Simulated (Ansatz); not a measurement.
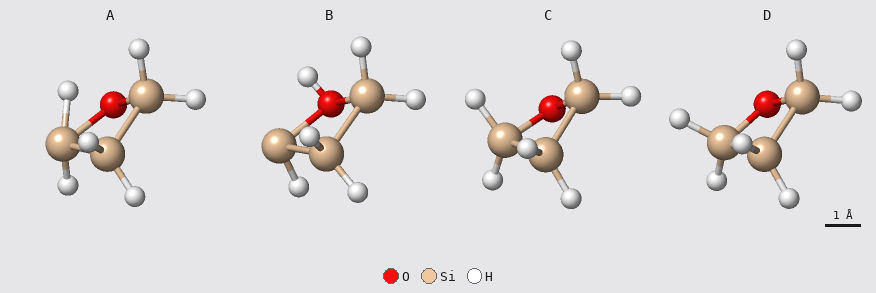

4 geometries from a converged minimum-energy path of Si3H6O, shuffled. The picture is a ball-and-stick view, seen from a free direction.

The calculation used UKS revPBE-D4/STO-3G (Ansatz). Settings: 7 movable images; climbing image; force threshold 0.03 eV/Å; iteration limit 60; starting path through a guess of the saddle point.

> Which frame is the transition state?

A. In order along the path, whose images run from 0 to 8: D (image 1, +0.5 kJ/mol), C (image 3, +43.7 kJ/mol), A (image 5, +268.1 kJ/mol), B (image 7, +172.1 kJ/mol). A hydrogen atom shifts from one atom to another. Breaking: H–Si (1.47 → 2.50 Å). Forming: H–O (2.67 → 1.03 Å).

Limits of the set-up: STO-3G is a minimal basis, so the numbers are rough.

Cost: 2.3 min on 1 thread of Intel(R) Xeon(R) 6975P-C (Granite Rapids) (shared host), peak memory 0.14 GiB.
